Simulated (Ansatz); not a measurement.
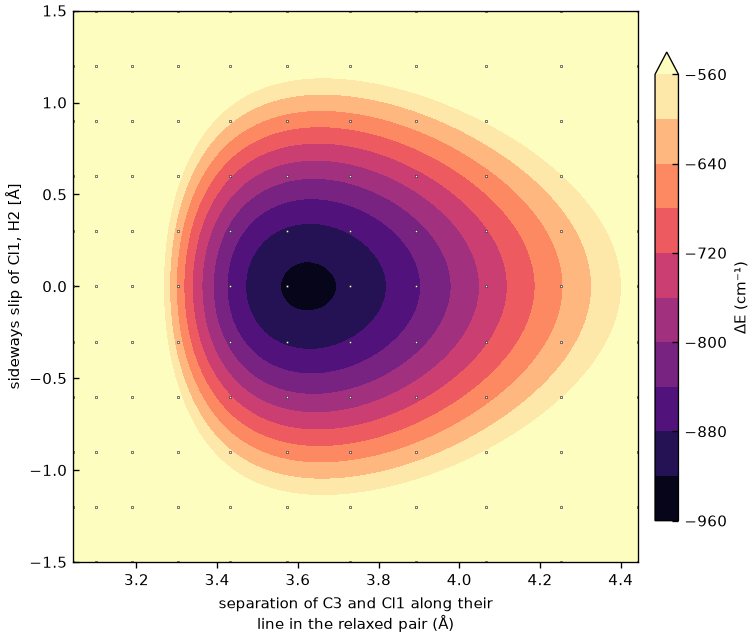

The pair ClH···CO. The first coordinate is: separation of C3 and Cl1 along their line in the relaxed pair; the second: sideways slip of Cl1, H2. Nothing is relaxed (both partners rigid). The scan uses an 11 × 11 grid; 101 points were computed and 20 follow by symmetry. Points are written as (first, second). All energies are given in cm⁻¹ relative to the two partners far apart, frozen as in the relaxed pair, each in its own basis (no counterpoise correction). All numbers below come from RKS wB97X-V/def2-SVPD in Ansatz.

In the figure: filled contours, dots at the grid points, one colour for all values above the top of the scale. Between grid points the surface is interpolated.

Where is the minimum, and how stiff is the well along each coordinate?

The interpolated minimum is at the first coordinate ≈ 3.623 Å, sideways slip of Cl1, H2 ≈ 0.00 Å. The curvatures there are about 0.41 eV/Å² and 0.11 eV/Å², with a cross term of about 0 eV/Å². Round the minimum the two coordinates are nearly uncoupled. (1 eV is 8066 cm⁻¹.)
